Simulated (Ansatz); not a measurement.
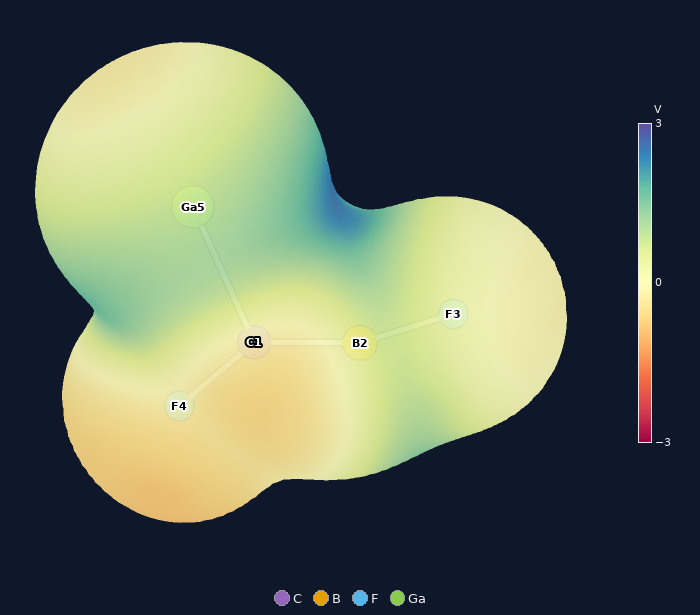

Figure. CBF₂Ga (SMILES F/B=[C](/F)[Ga]). The molecular electrostatic potential painted on the density surface at 0.002 e/bohr³, seen at a tilt; red is negative and blue positive.

Geometry: PBE0-D3(BJ)/def2-SVP.

Computed with isolated molecule in a Gaussian basis; Kohn-Sham density functional theory, functional PBE0 (Ansatz).

```xyz
5

C    -2.6939   -0.5251    1.4374
B    -2.8705   -0.2230    0.1021
F    -3.1659    0.4158   -0.9837
F    -2.2606   -1.5606    2.1797
Ga   -3.2442    1.0426    2.6488
```

> Which sites attract a positive test charge, and which a negative one?

A positive charge is drawn to the negative regions and a negative charge to the positive ones. The most negative region (about −0.8 V) lies over F4, the most positive (about +2.5 V) over Ga5.
